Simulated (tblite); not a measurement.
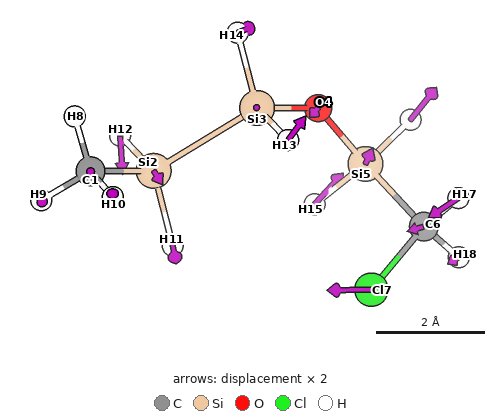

A relaxation of C₂H₁₁ClOSi₃. The starting structure is drawn; purple arrows show the displacements, 2 times their true length. The two geometries are superimposed by the best rigid fit.

A ball-and-stick model, seen from a free direction.

Computed with GFN2-xTB geometry optimisation, gas phase (tblite 0.8.0). 

What happened in the run?

Over 104 geometry steps the energy falls by 30.7 kJ/mol. An H atom moves most after the best rigid fit: 0.57 Å. By element the largest moves are H 0.57 Å, Cl 0.53 Å, Si 0.20 Å, C 0.17 Å, O 0.16 Å. Some distances before and after: C–Si 1.848 → 1.912 Å, O–Si 1.646 → 1.605 Å, H–Si 1.495 → 1.459 Å, Si–Si 2.340 → 2.307 Å. Bond angles that change, for instance: Si–O–Si 141.1° → 153.5°, H–Si–H 105.8° → 115.5°, O–Si–H 109.2° → 100.4°. Groups turn about O–Si by about 30°.
